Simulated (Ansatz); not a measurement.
# BClH4OSn: rotation by 120° about the B1–Sn2 bond

Aim: the minimum-energy path and barrier of the rotation by 120° about the B1–Sn2 bond. The ends are relaxed first, then joined by a nudged elastic band. SMILES of the start: [BH2][SnH]([OH])[Cl].

Method: RHF/def2-SVP, in Ansatz 0.2.0.

## (1) Starting point

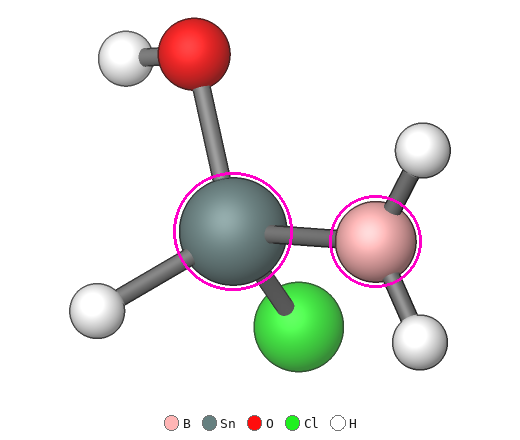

The starting structure, seen from a free direction (boron pink, tin teal, oxygen red, chlorine green, hydrogen white). Ringed: B1, Sn2.

Structure file:

```xyz
8

B    -0.6565    1.5057   -0.1352
Sn    0.3553   -0.3967   -0.1960
O     0.1297   -1.2946    1.5435
Cl   -0.4910   -1.7395   -1.8873
H    -0.7077    2.2371   -1.1205
H    -1.2697    1.9060    0.8318
H     2.0835   -0.1212   -0.5217
H     0.6486   -2.1540    1.4297
```

## (2) Relaxing end A

The input, input.yaml:

```yaml
crystal:
  periodic: [false, false, false]
  atoms:
    - { symbol: B, position_ang: [-0.6565, 1.5057, -0.1352] }
    - { symbol: Sn, position_ang: [0.3553, -0.3967, -0.196] }
    - { symbol: O, position_ang: [0.1297, -1.2946, 1.5435] }
    - { symbol: Cl, position_ang: [-0.491, -1.7395, -1.8873] }
    - { symbol: H, position_ang: [-0.7077, 2.2371, -1.1205] }
    - { symbol: H, position_ang: [-1.2697, 1.906, 0.8318] }
    - { symbol: H, position_ang: [2.0835, -0.1212, -0.5217] }
    - { symbol: H, position_ang: [0.6486, -2.154, 1.4297] }
basis:
  gaussian: { orbitals: def2-SVP }
hamiltonian:
  xc: hf
relax:
  f_tol: 0.015
  max_steps: 40
output:
  orbitals: {}
```

Launch:

```sh
$ ansatz run input.yaml --threads 1 --pin off --max-ram 2048MiB --backend cpu --events-out ev --progress --plain --runs-dir out
```

The log of the run, shortened:

```text
Warning: RAYON_NUM_THREADS=1 ignored (pool sized by the plan → 1); use --threads N
[...]
Functional definition: HF
[...]
1059 factors; integrals over basis functions are off by at most 3.3e-4 eV
[...]
mean field -21075.15936640 eV, -774.4978214593 hartree, gradient 1.9e-5 eV, S^2 0.000000; 0 other end points of the search recorded, 0 dependent functions left out
[...]
reference -21075.15936640 eV, -774.4978214593 hartree; 28, 28 occupied and 64, 64 virtual orbitals, 1059 factors
relax step   1: F+E_penalty+E_count = -21075.15936640 eV  Δ(F+E_penalty+E_count) = +0.000e0 eV  max|allowed force component| = 2.996e0 eV/Å  Δτ_max = 0.0000 Å  (37 SCF iters, accepted)
[...]
relax step   6: F+E_penalty+E_count = -21075.59771626 eV  Δ(F+E_penalty+E_count) = -9.919e-4 eV  max|allowed force component| = 2.263e-2 eV/Å  Δτ_max = 0.0146 Å  (39 SCF iters, accepted)
[...]
relax step   7: F+E_penalty+E_count = -21075.59791306 eV  Δ(F+E_penalty+E_count) = -1.968e-4 eV  max|allowed force component| = 7.729e-3 eV/Å  Δτ_max = 0.0099 Å  (40 SCF iters, accepted)
1059 factors; integrals over basis functions are off by at most 4.0e-4 eV
mean field -21075.59791306 eV, -774.5139377518 hartree, gradient 8.6e-6 eV, S^2 0.000000; 1 other end points of the search recorded, 0 dependent functions left out
[...]
reference -21075.59791306 eV, -774.5139377518 hartree; 28, 28 occupied and 64, 64 virtual orbitals, 1059 factors
Total energy: -21075.59791306 eV, -774.5139377518 hartree
Atom 0 at    -0.735798     1.589937    -0.144024 Å, force    -0.000928     0.007729    -0.003487 eV/Å
Atom 1 at     0.487298    -0.322785    -0.204518 Å, force     0.005528    -0.002734    -0.001477 eV/Å
Atom 2 at     0.246191    -1.301349     1.477993 Å, force    -0.006832     0.002754     0.004524 eV/Å
Atom 3 at    -0.447507    -1.723924    -1.879032 Å, force     0.000419     0.000101     0.002357 eV/Å
Atom 4 at    -0.827064     2.258646    -1.129726 Å, force    -0.000487    -0.000346     0.002092 eV/Å
Atom 5 at    -1.288466     1.920876     0.861027 Å, force    -0.000196    -0.006316     0.001480 eV/Å
Atom 6 at     2.154818    -0.268683    -0.558702 Å, force    -0.000122    -0.002275    -0.001790 eV/Å
Atom 7 at     0.502728    -2.209918     1.521282 Å, force     0.002618     0.001088    -0.003699 eV/Å
Dipole moment:     0.249033     0.467374     0.101330 e Å
```

Wall time 22 s (1 thread of Arm Neoverse V1, shared host); peak memory 0.19 GiB.

Step by step:

```tsv
step	energy from step 1 (eV)	largest force component (eV/Å)
1	0.0000	2.9961
2	-0.3303	1.1919
3	-0.4208	0.3580
4	-0.4328	0.1343
5	-0.4374	0.0503
6	-0.4384	0.0226
7	-0.4385	0.0077
```

Step 1 is the start.

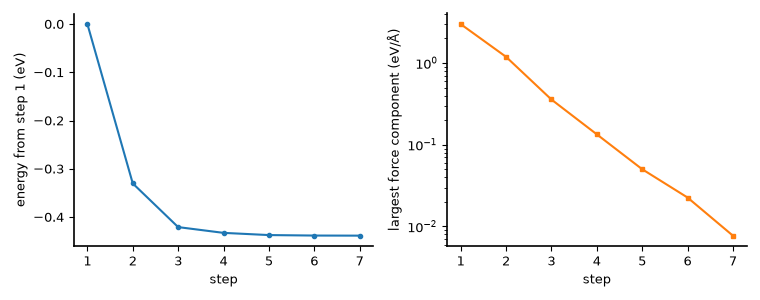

Energy and largest force along the relaxation.

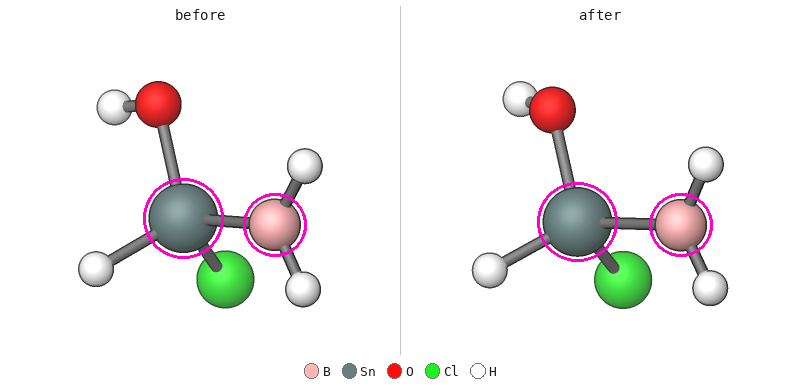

The structure before (left) and after (right), drawn at the same scale.

After: Bond lengths: B1–Sn2 2.271 Å, Sn2–O3 1.961 Å, Sn2–Cl4 2.375 Å, B1–H5 1.195 Å, B1–H6 1.194 Å, Sn2–H7 1.706 Å, O3–H8 0.945 Å. Angles: B1–Sn2–O3 109.3°, B1–Sn2–Cl4 107.7°, B1–Sn2–H7 120.4°, O3–Sn2–Cl4 105.2°, O3–Sn2–H7 108.3°, Cl4–Sn2–H7 104.9°, Sn2–B1–H5 119.4°, Sn2–B1–H6 120.3°, H5–B1–H6 120.3°, Sn2–O3–H8 119.1°.

## (3) Relaxing end B

The second end starts from a geometry with the move made by hand.

The input, input.yaml:

```yaml
crystal:
  periodic: [false, false, false]
  atoms:
    - { symbol: B, position_ang: [-0.6565, 1.5057, -0.1352] }
    - { symbol: Sn, position_ang: [0.3553, -0.3967, -0.196] }
    - { symbol: O, position_ang: [-0.43451, -1.49325, -1.63014] }
    - { symbol: Cl, position_ang: [2.62661, -0.12322, -0.57838] }
    - { symbol: H, position_ang: [-0.7077, 2.2371, -1.1205] }
    - { symbol: H, position_ang: [-1.2697, 1.906, 0.8318] }
    - { symbol: H, position_ang: [0.15328, -1.20842, 1.37529] }
    - { symbol: H, position_ang: [0.07979, -2.3607, -1.56852] }
basis:
  gaussian: { orbitals: def2-SVP }
hamiltonian:
  xc: hf
relax:
  f_tol: 0.015
  max_steps: 40
output:
  orbitals: {}
```

Launch:

```sh
$ ansatz run input.yaml --threads 1 --pin off --max-ram 2048MiB --backend cpu --events-out ev --progress --plain --runs-dir out
```

The log of the run, shortened:

```text
Warning: RAYON_NUM_THREADS=1 ignored (pool sized by the plan → 1); use --threads N
[...]
[... 1 set-up line as earlier in the session ...]
[...]
1059 factors; integrals over basis functions are off by at most 2.9e-4 eV
[...]
mean field -21075.14260793 eV, -774.4972055968 hartree, gradient 2.7e-5 eV, S^2 0.000000; 0 other end points of the search recorded, 0 dependent functions left out
[...]
reference -21075.14260793 eV, -774.4972055968 hartree; 28, 28 occupied and 64, 64 virtual orbitals, 1059 factors
relax step   1: F+E_penalty+E_count = -21075.14260793 eV  Δ(F+E_penalty+E_count) = +0.000e0 eV  max|allowed force component| = 2.796e0 eV/Å  Δτ_max = 0.0000 Å  (37 SCF iters, accepted)
[...]
relax step   5: F+E_penalty+E_count = -21075.59366177 eV  Δ(F+E_penalty+E_count) = -9.664e-3 eV  max|allowed force component| = 1.863e-1 eV/Å  Δτ_max = 0.0510 Å  (39 SCF iters, accepted)
[...]
relax step   9: F+E_penalty+E_count = -21075.59772293 eV  Δ(F+E_penalty+E_count) = -1.279e-4 eV  max|allowed force component| = 4.373e-3 eV/Å  Δτ_max = 0.0224 Å  (39 SCF iters, accepted)
[...]
relax step  13: F+E_penalty+E_count = -21075.59797121 eV  Δ(F+E_penalty+E_count) = -6.718e-5 eV  max|allowed force component| = 3.694e-2 eV/Å  Δτ_max = 0.0110 Å  (28 SCF iters, accepted)
[...]
relax step  16: F+E_penalty+E_count = -21075.59827364 eV  Δ(F+E_penalty+E_count) = -1.818e-4 eV  max|allowed force component| = 3.867e-2 eV/Å  Δτ_max = 0.0161 Å  (28 SCF iters, accepted)
[...]
relax step  17: F+E_penalty+E_count = -21075.59834826 eV  Δ(F+E_penalty+E_count) = -7.462e-5 eV  max|allowed force component| = 4.055e-2 eV/Å  Δτ_max = 0.0188 Å  (38 SCF iters, accepted)
[...]
1059 factors; integrals over basis functions are off by at most 3.1e-4 eV
mean field -21075.59848250 eV, -774.5139586781 hartree, gradient 8.2e-6 eV, S^2 0.000000; 0 other end points of the search recorded, 0 dependent functions left out
[...]
reference -21075.59848250 eV, -774.5139586781 hartree; 28, 28 occupied and 64, 64 virtual orbitals, 1059 factors
```

## (4) More of the same log: end point B relaxed

Output, continued, shortened:

```text
relax step  18: F+E_penalty+E_count = -21075.59848250 eV  Δ(F+E_penalty+E_count) = -1.342e-4 eV  max|allowed force component| = 5.185e-2 eV/Å  Δτ_max = 0.0440 Å  (38 SCF iters, accepted)
[...]
relax step  21: F+E_penalty+E_count = -21075.59887207 eV  Δ(F+E_penalty+E_count) = -9.761e-5 eV  max|allowed force component| = 5.094e-2 eV/Å  Δτ_max = 0.0442 Å  (38 SCF iters, accepted)
[...]
relax step  24: F+E_penalty+E_count = -21075.59907295 eV  Δ(F+E_penalty+E_count) = -8.374e-5 eV  max|allowed force component| = 2.737e-2 eV/Å  Δτ_max = 0.0149 Å  (27 SCF iters, accepted)
[...]
relax step  27: F+E_penalty+E_count = -21075.59927686 eV  Δ(F+E_penalty+E_count) = -5.426e-5 eV  max|allowed force component| = 2.881e-2 eV/Å  Δτ_max = 0.0249 Å  (38 SCF iters, accepted)
[...]
reference -21075.59936459 eV, -774.5139910944 hartree; 28, 28 occupied and 64, 64 virtual orbitals, 1059 factors
Total energy: -21075.59936459 eV, -774.5139910944 hartree
Atom 0 at    -0.726135     1.591547    -0.156293 Å, force     0.000051     0.008791     0.001478 eV/Å
Atom 1 at     0.267393    -0.448756    -0.057071 Å, force     0.000344     0.000838    -0.003263 eV/Å
Atom 2 at    -0.322632    -1.509223    -1.597786 Å, force    -0.002440    -0.003134    -0.001878 eV/Å
Atom 3 at     2.591037    -0.067591    -0.372931 Å, force     0.000570     0.001016     0.000793 eV/Å
Atom 4 at    -1.092041     2.008098    -1.213479 Å, force     0.000767    -0.002735     0.005439 eV/Å
Atom 5 at    -0.850637     2.256850     0.828731 Å, force     0.000461    -0.005765    -0.007394 eV/Å
Atom 6 at     0.172801    -1.434120     1.330969 Å, force    -0.000287    -0.002514     0.002860 eV/Å
Atom 7 at     0.106784    -2.330295    -1.783790 Å, force     0.000535     0.003503     0.001965 eV/Å
Dipole moment:    -0.445737     0.058022     0.334333 e Å
```

It took 81 s on 1 thread of Arm Neoverse V1, shared host; peak memory 0.28 GiB.

Relaxation path, one in 2:

```tsv
step	energy from step 1 (eV)	largest force component (eV/Å)
1	0.0000	2.7960
3	-0.4414	0.4179
5	-0.4511	0.1863
7	-0.4546	0.0167
9	-0.4551	0.0044
11	-0.4552	0.0218
13	-0.4554	0.0369
15x	-0.4552	0.1085
17	-0.4557	0.0406
19	-0.4560	0.0476
21	-0.4563	0.0509
23	-0.4564	0.0381
25	-0.4566	0.0280
27	-0.4567	0.0288
29	-0.4567	0.0199
30	-0.4568	0.0088
```

Step 1 is the start. 4 steps were tried and not accepted (marked x).

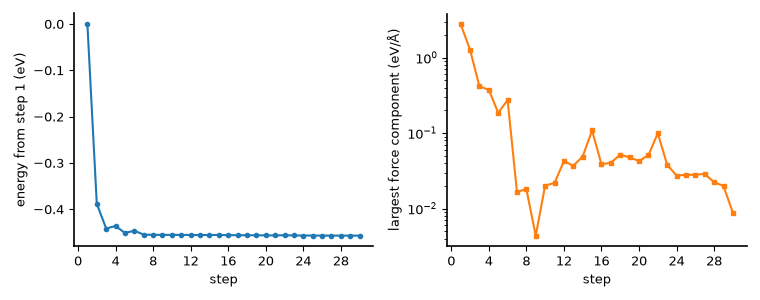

How energy and force went from step to step.

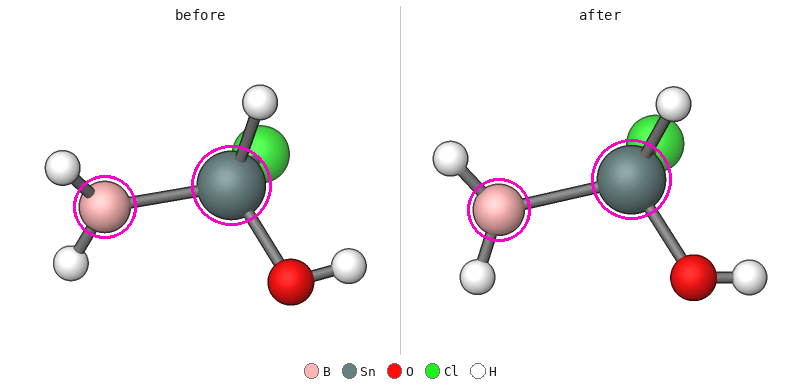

Before and after, at one scale.

After: Bond lengths: B1–Sn2 2.272 Å, Sn2–O3 1.961 Å, Sn2–Cl4 2.376 Å, B1–H5 1.194 Å, B1–H6 1.195 Å, Sn2–H7 1.705 Å, O3–H8 0.945 Å. Angles: B1–Sn2–O3 108.6°, B1–Sn2–Cl4 106.1°, B1–Sn2–H7 122.0°, O3–Sn2–Cl4 106.1°, O3–Sn2–H7 108.1°, Cl4–Sn2–H7 104.8°, Sn2–B1–H5 119.1°, Sn2–B1–H6 120.6°, H5–B1–H6 120.2°, Sn2–O3–H8 119.2°.

## (5) The band

crystal.atoms is end A as relaxed above, and neb.final_atoms is end B, turned to lie on A. With 7 inner images the band has 9 in all.

The input, input.yaml:

```yaml
crystal:
  periodic: [false, false, false]
  atoms:
    - { symbol: B, position_ang: [-0.735798, 1.589937, -0.144024] }
    - { symbol: Sn, position_ang: [0.487298, -0.322785, -0.204518] }
    - { symbol: O, position_ang: [0.246191, -1.301349, 1.477993] }
    - { symbol: Cl, position_ang: [-0.447507, -1.723924, -1.879032] }
    - { symbol: H, position_ang: [-0.827064, 2.258646, -1.129726] }
    - { symbol: H, position_ang: [-1.288466, 1.920876, 0.861027] }
    - { symbol: H, position_ang: [2.154818, -0.268683, -0.558702] }
    - { symbol: H, position_ang: [0.502728, -2.209918, 1.521282] }
basis:
  gaussian: { orbitals: def2-SVP }
hamiltonian:
  xc: hf
neb:
  order_check: false
  images: 7
  f_tol: 0.05
  max_iterations: 60
  initial_path: idpp
  final_atoms:
    - { symbol: B, position_ang: [-0.73569039, 1.58507487, -0.13485143] }
    - { symbol: Sn, position_ang: [0.51281748, -0.31205019, -0.17871285] }
    - { symbol: O, position_ang: [0.11099472, -1.36453182, 1.42669781] }
    - { symbol: Cl, position_ang: [-0.28728922, -1.5865449, -2.01715465] }
    - { symbol: H, position_ang: [-1.75093641, 1.59732715, 0.49297782] }
    - { symbol: H, position_ang: [-0.40217891, 2.5481892, -0.75901647] }
    - { symbol: H, position_ang: [2.20561386, -0.27619412, -0.37796058] }
    - { symbol: H, position_ang: [0.43886888, -2.24847019, 1.49232036] }
```

Launch:

```sh
$ ansatz run input.yaml --threads 1 --pin off --max-ram 2048MiB --backend cpu --events-out ev --progress --plain --runs-dir out
```

The log of the run, shortened:

```text
Warning: RAYON_NUM_THREADS=1 ignored (pool sized by the plan → 1); use --threads N
[...]
[... 1 set-up line as earlier in the session ...]
[...]
1056 factors; integrals over basis functions are off by at most 4.1e-4 eV
[...]
mean field -21075.59790977 eV, -774.5139376307 hartree, gradient 2.6e-5 eV, S^2 0.000000; 0 other end points of the search recorded, 0 dependent functions left out
[...]
reference -21075.59790977 eV, -774.5139376307 hartree; 28, 28 occupied and 64, 64 virtual orbitals, 1056 factors
1056 factors; integrals over basis functions are off by at most 4.1e-4 eV
[...]
mean field -21075.59936116 eV, -774.5139909684 hartree, gradient 3.7e-5 eV, S^2 0.000000; 0 other end points of the search recorded, 0 dependent functions left out
[...]
reference -21075.59936116 eV, -774.5139909684 hartree; 28, 28 occupied and 64, 64 virtual orbitals, 1056 factors
[...]
1056 factors; integrals over basis functions are off by at most 4.1e-4 eV
mean field -21075.59644811 eV, -774.5138839156 hartree, gradient 8.2e-6 eV, S^2 0.000000; 0 other end points of the search recorded, 0 dependent functions left out
[...]
reference -21075.59644811 eV, -774.5138839156 hartree; 28, 28 occupied and 64, 64 virtual orbitals, 1056 factors
[...]
1056 factors; integrals over basis functions are off by at most 4.1e-4 eV
mean field -21075.59633521 eV, -774.5138797667 hartree, gradient 8.3e-6 eV, S^2 0.000000; 0 other end points of the search recorded, 0 dependent functions left out
[...]
reference -21075.59633521 eV, -774.5138797667 hartree; 28, 28 occupied and 64, 64 virtual orbitals, 1056 factors
[...]
1056 factors; integrals over basis functions are off by at most 4.1e-4 eV
[...]
mean field -21075.59491135 eV, -774.5138274409 hartree, gradient 7.9e-6 eV, S^2 0.000000; 0 other end points of the search recorded, 0 dependent functions left out
[...]
reference -21075.59491135 eV, -774.5138274409 hartree; 28, 28 occupied and 64, 64 virtual orbitals, 1056 factors
```

## (6) More of the same log: band between the two ends

Output, continued, shortened:

```text
[...]
1056 factors; integrals over basis functions are off by at most 4.1e-4 eV
mean field -21075.59313971 eV, -774.5137623343 hartree, gradient 8.2e-6 eV, S^2 0.000000; 0 other end points of the search recorded, 0 dependent functions left out
[...]
reference -21075.59313971 eV, -774.5137623343 hartree; 28, 28 occupied and 64, 64 virtual orbitals, 1056 factors
[...]
1056 factors; integrals over basis functions are off by at most 6.5e-4 eV
mean field -21075.59379927 eV, -774.5137865727 hartree, gradient 8.2e-6 eV, S^2 0.000000; 0 other end points of the search recorded, 0 dependent functions left out
[...]
reference -21075.59379927 eV, -774.5137865727 hartree; 28, 28 occupied and 64, 64 virtual orbitals, 1056 factors
[...]
1056 factors; integrals over basis functions are off by at most 5.2e-4 eV
[...]
Total energy: -21075.59720111 eV, -774.5139115878 hartree
Atom 0 at    -0.629402     1.631075     0.072471 Å, force     0.022297    -0.034755     0.034024 eV/Å
Atom 1 at     0.553396    -0.307490    -0.067439 Å, force    -0.007084    -0.008599    -0.011984 eV/Å
Atom 2 at    -0.526341    -1.685080     0.822052 Å, force     0.016594     0.009697    -0.014168 eV/Å
Atom 3 at     0.694173    -0.937176    -2.353131 Å, force    -0.001554     0.002412     0.015270 eV/Å
Atom 4 at    -1.705999     1.680667    -0.438377 Å, force    -0.009867     0.009332    -0.013572 eV/Å
Atom 5 at    -0.189944     2.580241     0.649715 Å, force    -0.010220     0.021705    -0.010726 eV/Å
Atom 6 at     2.156462    -0.429740     0.501837 Å, force    -0.004997    -0.003711    -0.001758 eV/Å
Atom 7 at    -0.260145    -2.589698     0.757171 Å, force    -0.005170     0.003919     0.002913 eV/Å
Dipole moment:     0.154646     0.357154     0.389741 e Å
this run last wrote the band of iteration 7 to <dir>; this run last wrote the band within `neb.f_tol` of iteration 6 to <dir>
```

Run time: 87 s. Hardware: 1 thread of Arm Neoverse V1, shared host; peak memory 0.28 GiB.

(Part 1 of 2 ends here.)
